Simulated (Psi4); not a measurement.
**Single-point calculation of BaF**

BaF, multiplicity 4, SMILES [F][Ba], computed with PBE/def2-SVP, UKS, core potentials def2 (Psi4 1.11).

The geometry is that of the parent species in another charge or spin state. The geometry comes from this level: PBE0-D4/def2-TZVP.

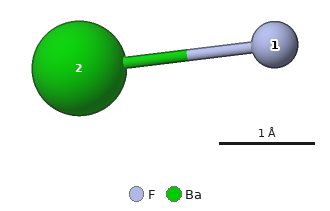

Figure 1. The structure as given in the input (ball-and-stick view, seen at a tilt; atoms are numbered from 1 in the order of the input). Sticks mark near contacts.

## Results in brief

```tsv
quantity	value
outcome	converged
total energy	−124.927148 hartree
basis functions	44
⟨S²⟩	3.751
dipole moment	0.60 D
hardware	1 thread of Intel Xeon @ 2.70GHz, 189 GiB of memory available, shared host
wall time	5.7 s
peak memory	0.34 GiB
```

## Input (input.inp)
```
memory 1.6 GB

molecule molecule1 {
  0 4
  F      0.000000     0.000000    -0.084190
  Ba     0.000000     0.000000     2.064510
  units angstrom
  symmetry c1
}

set basis def2-SVP
set reference uks
set puream true
set scf_type df
set dft_radial_points 99
set dft_spherical_points 590
set df_basis_scf def2-universal-jfit
set maxiter 100

e = energy("pbe")
```

Command:
```bash
psi4 -i input.inp -o input.out -n 1
```

## What the program printed
```
Psi4 1.11 release

   => Loading Basis Set <=

    Name: DEF2-SVP
    Role: ORBITAL
    Keyword: BASIS

    !!!  WARNING: ECP capability is in beta. Please check occupations closely.  !!!

         ---------------------------------------------------------
                                   SCF
                              UKS Reference
                        1 Threads,   1525 MiB Core
         ---------------------------------------------------------

  ==> Geometry <==

    Molecular point group: c1
    Full point group: C_inf_v

    Geometry (in Angstrom), charge = 0, multiplicity = 4:

       Center              X                  Y                   Z               Mass
    ------------   -----------------  -----------------  -----------------  -----------------
         F            0.000000000000     0.000000000000    -1.888528430802    18.998403162730
         BA           0.000000000000     0.000000000000     0.260171569198   137.905247000000

  Running in c1 symmetry.

  Rotational constants: A = ************  B =      0.21867  C =      0.21867 [cm^-1]
  Rotational constants: A = ************  B =   6555.42403  C =   6555.42403 [MHz]
  Nuclear repulsion =   22.165006264392428

  Charge       = 0
  Multiplicity = 4
  Electrons    = 19
  Nalpha       = 11
  Nbeta        = 8

  ==> Algorithm <==

  SCF Algorithm Type is DF.
  DIIS enabled.
  MOM disabled.
  Fractional occupation disabled.
  Guess Type is SAD.
  Energy threshold   = 1.00e-06
  Density threshold  = 1.00e-06
  Integral threshold = 1.00e-12

  ==> Primary Basis <==

  Basis Set: DEF2-SVP
    Blend: DEF2-SVP
    Number of shells: 16
    Number of basis functions: 44
    Number of Cartesian functions: 50
    Spherical Harmonics?: true
    Max angular momentum: 3

  Core potential: DEF2-SVP
    Number of shells: 4
    Number of ECP primitives: 10
    Number of ECP core electrons: 46
    Max angular momentum: 3

  ==> DFT Potential <==

   => LibXC <=

    Version 7.1.2

   => Composite Functional: PBE <=

    PBE GGA Exchange-Correlation Functional

    Deriv               =              1
    GGA                 =           TRUE
    Meta                =          FALSE

    Exchange Hybrid     =          FALSE
    MP2 Hybrid          =          FALSE

   => Exchange Functionals <=

    1.0000     XC_GGA_X_PBE

   => Correlation Functionals <=

    1.0000     XC_GGA_C_PBE

   => LibXC Density Thresholds  <==

    XC_GGA_C_PBE:  1.00E-12
    XC_GGA_X_PBE:  1.00E-15

   => Molecular Quadrature <=

    Radial Scheme          =       TREUTLER
    Pruning Scheme         =           NONE
    Nuclear Scheme         =       TREUTLER

    Blocking Scheme        =         OCTREE
    BS radius alpha        =              1
    Pruning alpha          =              1
    Radial Points          =             99
    Spherical Points       =            590
    Total Points           =         111226
    Total Blocks           =            948
    Max Points             =            255
    Max Functions          =             44
    Weights Tolerance      =       1.00E-15

   => Loading Basis Set <=

    Name: DEF2-UNIVERSAL-JFIT
    Role: JKFIT
    Keyword: DF_BASIS_SCF

  ==> Integral Setup <==

  DFHelper Memory: AOs need 0.002 GiB; user supplied 0.990 GiB.
  SCF_SUBTYPE=INCORE selected. In-core MEM_DF algorithm will be used.
  Using in-core AOs.

  ==> MemDFJK: Density-Fitted J/K Matrices <==

    J tasked:                   Yes
    K tasked:                    No
    wK tasked:                   No
    Memory [MiB]:              1013
    Algorithm:                 Core
    Schwarz Cutoff:           1E-12
    Mask sparsity (%):       0.0000
    Fitting Condition:        1E-10

   => Auxiliary Basis Set <=

  Basis Set: DEF2-UNIVERSAL-JFIT
    Blend: DEF2-UNIVERSAL-JFIT
    Number of shells: 33
    Number of basis functions: 105
    Number of Cartesian functions: 130
    Spherical Harmonics?: true
    Max angular momentum: 4

  Cached 100.0% of DFT collocation blocks in 0.128 [GiB].

  Minimum eigenvalue in the overlap matrix is 5.3719121146E-02.
  Reciprocal condition number of the overlap matrix is 1.8834185350E-02.
    Using symmetric orthogonalization.

  ==> Pre-Iterations <==

  SCF Guess: Superposition of Atomic Densities via on-the-fly atomic UHF (no occupation information).

   -------------------------
    Irrep   Nso     Nmo
   -------------------------
     A         44      44
   -------------------------
    Total      44      44
   -------------------------

  ==> Iterations <==

                           Total Energy        Delta E     RMS |[F,P]|

   @DF-UKS iter SAD:  -124.92125774911094   -1.24921e+02   0.00000e+00
   @DF-UKS iter   1:  -124.91767401897057    3.58373e-03   2.74960e-03 ADIIS/DIIS
   @DF-UKS iter   2:  -124.92344706645812   -5.77305e-03   1.51332e-03 ADIIS/DIIS
   @DF-UKS iter   3:  -124.92647790988079   -3.03084e-03   8.47395e-04 ADIIS/DIIS
   @DF-UKS iter   4:  -124.92710167415053   -6.23764e-04   2.53727e-04 ADIIS/DIIS
   @DF-UKS iter   5:  -124.92714763467691   -4.59605e-05   2.28444e-05 DIIS
   @DF-UKS iter   6:  -124.92714819697952   -5.62303e-07   4.75329e-06 DIIS
   @DF-UKS iter   7:  -124.92714823484044   -3.78609e-08   1.26380e-06 DIIS
   @DF-UKS iter   8:  -124.92714823731724   -2.47680e-09   3.91057e-07 DIIS
  Energy and wave function converged.

  ==> Post-Iterations <==

   Electrons on quadrature grid:
      Nalpha   =   11.0000031281 ; deviation = 3.128e-06
      Nbeta    =    8.0000034436 ; deviation = 3.444e-06
      Ntotal   =   19.0000065717 ; deviation = 6.572e-06

   @Spin Contamination Metric:   1.476452301E-03
   @S^2 Expected:                3.750000000E+00
   @S^2 Observed:                3.751476452E+00
   @S   Expected:                1.500000000E+00
   @S   Observed:                1.500000000E+00

    Orbital Energies [Eh]
    ---------------------

    Alpha Occupied:

       1A    -24.449897     2A     -1.260228     3A     -1.181572
       4A     -0.722055     5A     -0.676298     6A     -0.676298
       7A     -0.534456     8A     -0.493336     9A     -0.493336
      10A     -0.105176    11A     -0.067677

    Alpha Virtual:

      12A     -0.043953    13A     -0.043953    14A     -0.042995
      15A     -0.035422    16A     -0.030519    17A     -0.030519
      18A     -0.006354    19A      0.028195    20A      0.065515
      21A      0.066289    22A      0.066289    23A      0.078450
      24A      0.085495    25A      0.151840    26A      0.151840
      27A      0.153045    28A      0.157700    29A      0.164751
      30A      0.164751    31A      0.176217    32A      0.970836
      33A      0.970836    34A      1.013107    35A      1.025973
      36A      1.132013    37A      1.132013    38A      1.784173
      39A      2.788978    40A      2.788978    41A      2.800857
      42A      2.832608    43A      2.832707    44A     83.117977

    Beta Occupied:

       1A    -24.424235     2A     -1.238965     3A     -1.128105
       4A     -0.691133     5A     -0.657482     6A     -0.657482
       7A     -0.467855     8A     -0.467855

    Beta Virtual:

       9A     -0.423983    10A     -0.061444    11A     -0.015834
      12A     -0.015098    13A     -0.015098    14A     -0.010904
      15A     -0.001782    16A      0.016787    17A      0.016787
      18A      0.023012    19A      0.062610    20A      0.103216
      21A      0.103216    22A      0.118029    23A      0.120537
      24A      0.120808    25A      0.163891    26A      0.163891
      27A      0.165652    28A      0.172939    29A      0.181654
      30A      0.181654    31A      0.193655    32A      0.995855
      33A      0.995855    34A      1.051714    35A      1.095190
      36A      1.160999    37A      1.160999    38A      1.821830
      39A      2.844529    40A      2.844702    41A      2.861823
      42A      2.861823    43A      2.906286    44A     83.124908

    Final Occupation by Irrep:
              A
    DOCC [     8 ]
    SOCC [     3 ]
    NA   [    11 ]
    NB   [     8 ]

  @DF-UKS Final Energy:  -124.92714823731724

   => Energetics <=

    Nuclear Repulsion Energy =             22.1650062643924279
    One-Electron Energy =                -223.8496598023903914
    Two-Electron Energy =                  90.7312205318780229
    DFT Exchange-Correlation Energy =     -13.9737152311972945
    Empirical Dispersion Energy =           0.0000000000000000
    VV10 Nonlocal Energy =                  0.0000000000000000
    Total Energy =                       -124.9271482373172404

  UHF NO Occupations:
  HONO-2 :    9  A 1.0000000
  HONO-1 :   10  A 1.0000000
  HONO-0 :   11  A 1.0000000
  LUNO+0 :   12  A 0.0002468
  LUNO+1 :   13  A 0.0001773
  LUNO+2 :   14  A 0.0001058
  LUNO+3 :   15  A 0.0001058

Computation Completed

Properties will be evaluated at   0.000000,   0.000000,   0.000000 [a0]

Properties computed using the SCF density matrix

 Multipole Moments:

 ------------------------------------------------------------------------------------
     Multipole            Electronic (a.u.)      Nuclear  (a.u.)        Total (a.u.)
 ------------------------------------------------------------------------------------

 L = 1.  Multiply by 2.5417464519 to convert [e a0] to [Debye]
 Dipole X            :         -0.0000012            0.0000000           -0.0000012
 Dipole Y            :          0.0000012            0.0000000            0.0000012
 Dipole Z            :         26.9675336          -27.2026835           -0.2351499
 Magnitude           :                                                    0.2351499

 ------------------------------------------------------------------------------------

	total time  =          4 seconds =       0.07 minutes

    Psi4 run time: 0:00:03.96
```
